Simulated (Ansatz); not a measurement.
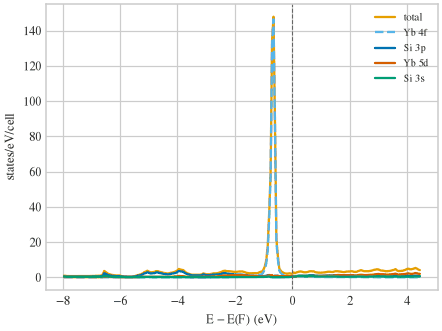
*Total and projected density of states of YbSi2 in space group I4_1/amd (No. 141; Yb on 4b, Si on 8e), the program Ansatz at the PBEsol level (PAW)*

**Question.** Which orbitals carry the states next to the Fermi level?

**Answer.** Within 0.5 eV of the Fermi level: Yb 4f 43 %, Si 3p 21 %, Yb 5d 21 %, Si 3s 10 %. Projections are on Löwdin-orthogonalised atomic valence shells; empty p or d shells of many metals are not among them.

**Question.** Where is the tallest occupied peak in this window, and what makes it?

**Answer.** Near -0.6 eV, about 150 states/eV per cell; the largest projected share is Yb 4f.

The first step of the workflow began from a Materials Project structure, measured or hypothetical; the Crystallography Open Database copy checked does not list it. COD files the formula under space group No. 191. Its standing as an ambient phase is unchecked. The cell was relaxed with PBEsol under the symmetry of its start; whether a distortion lowers the energy is not shown. No spin polarisation was allowed. The 4f shell is in the valence. No Hubbard U is applied. Scalar-relativistic: spin–orbit coupling is off unless named, which matters more the heavier the elements.

Potentials: the later of the program's two PAW sets.
